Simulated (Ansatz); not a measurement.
Starting cell, TiB2 (AlB2 type, space group P6/mmm):

```
CELL_PARAMETERS angstrom
      3.03199     0.00000     0.00000
     -1.51599     2.62578     0.00000
      0.00000     0.00000     3.22435
ATOMIC_POSITIONS crystal
  Ti 0.00000 0.00000 0.00000
  B  0.33333 0.66667 0.50000
  B  0.66667 0.33333 0.50000
```

Scan: atom 3 (B, nearest neighbour B at 1.751 Å; its periodic images, 3.0 Å or more away, move with it) is displaced along Cartesian [110], direction (0.707, 0.707, 0.000) in Cartesian axes, by s. The other atoms stay.

Method: PBE (plane waves to 420 eV, PAW, scalar-relativistic; Ansatz, a program for electronic structure). k mesh 14×14×12 (Γ-centred), Fermi-Dirac smearing 0.05 eV. The energy includes the smearing's −TS. Left out: 1 of 11 points, with atoms too close for the PAW data. With partly filled bands, energies and forces of such displacements shift with the k mesh and the smearing. TiB2 is run without spin polarisation. TiB2 was relaxed with its symmetry unable to fall. ΔE is measured from the undisplaced structure.

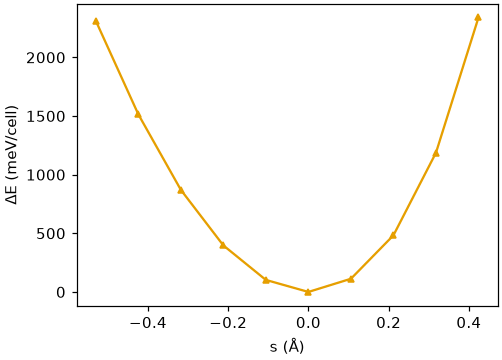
ΔE (meV/cell) against s (Å); computed points joined by lines.

**Question.** Is the energy the same for displacements of ±0.424 Å, and if not, which side lies higher?

**Answer.** Not even: the positive side lies higher at ±0.424 Å.

**Question.** What is the energy change at s = 0.424 Å?

**Answer.** About 2300 meV/cell.

(For displaced atoms, the force is minus the slope of the energy, and its curvature is a force constant, which sets phonon frequencies.)
